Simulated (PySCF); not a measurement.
## Electronic structure of Cu2 (charge −1, doublet) in real space

```xyz
2

Cu    0.0000    0.0000   -1.1870
Cu    0.0000    0.0000    1.1870
```

The calculation used PBE0/aug-cc-pVDZ(-PP), non-relativistic Hamiltonian with scalar-relativistic core potentials where named, at a bond length of 2.374 Å in PySCF.

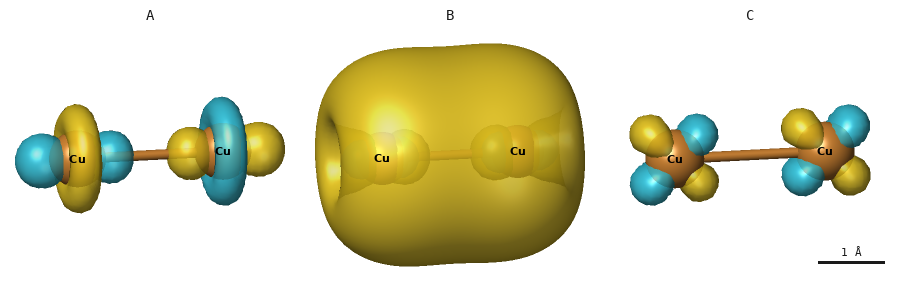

Figure 1. Three frontier β-spin orbitals, each drawn at the value that holds 80 % of its norm (yellow and cyan are the two phases), in no order; of a degenerate pair one member is drawn.

> Name the orbitals and rank them from lowest to highest energy.

Orbital C: πg, occupied in this spin, −1.55 eV; antibonding, with a node between the atoms.
Orbital A: σu, occupied in this spin, −1.42 eV; antibonding, with a node between the atoms.
Orbital B: σg, occupied in this spin, −1.08 eV; with no node between the nuclei.

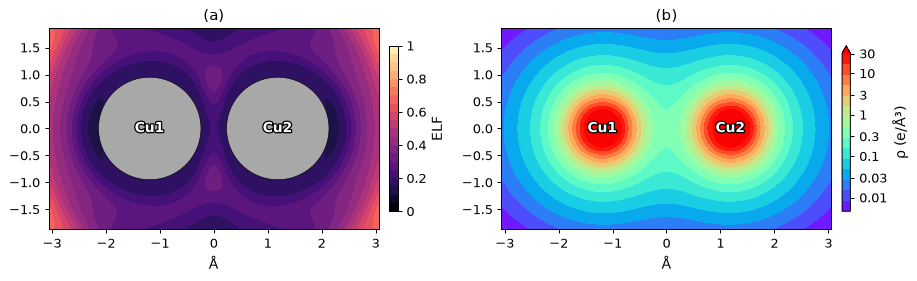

Figure 2. (a) electron localisation function; (b) total electron density on a plane that holds the molecular axis. Grey discs cover the atomic cores in the ELF map.

> Interpret the plot.

Atoms in the plane: Cu. Cu–Cu (2.37 Å): ρ is about 0.33 e/Å³ halfway; the ELF is about 0.20 at the midpoint.
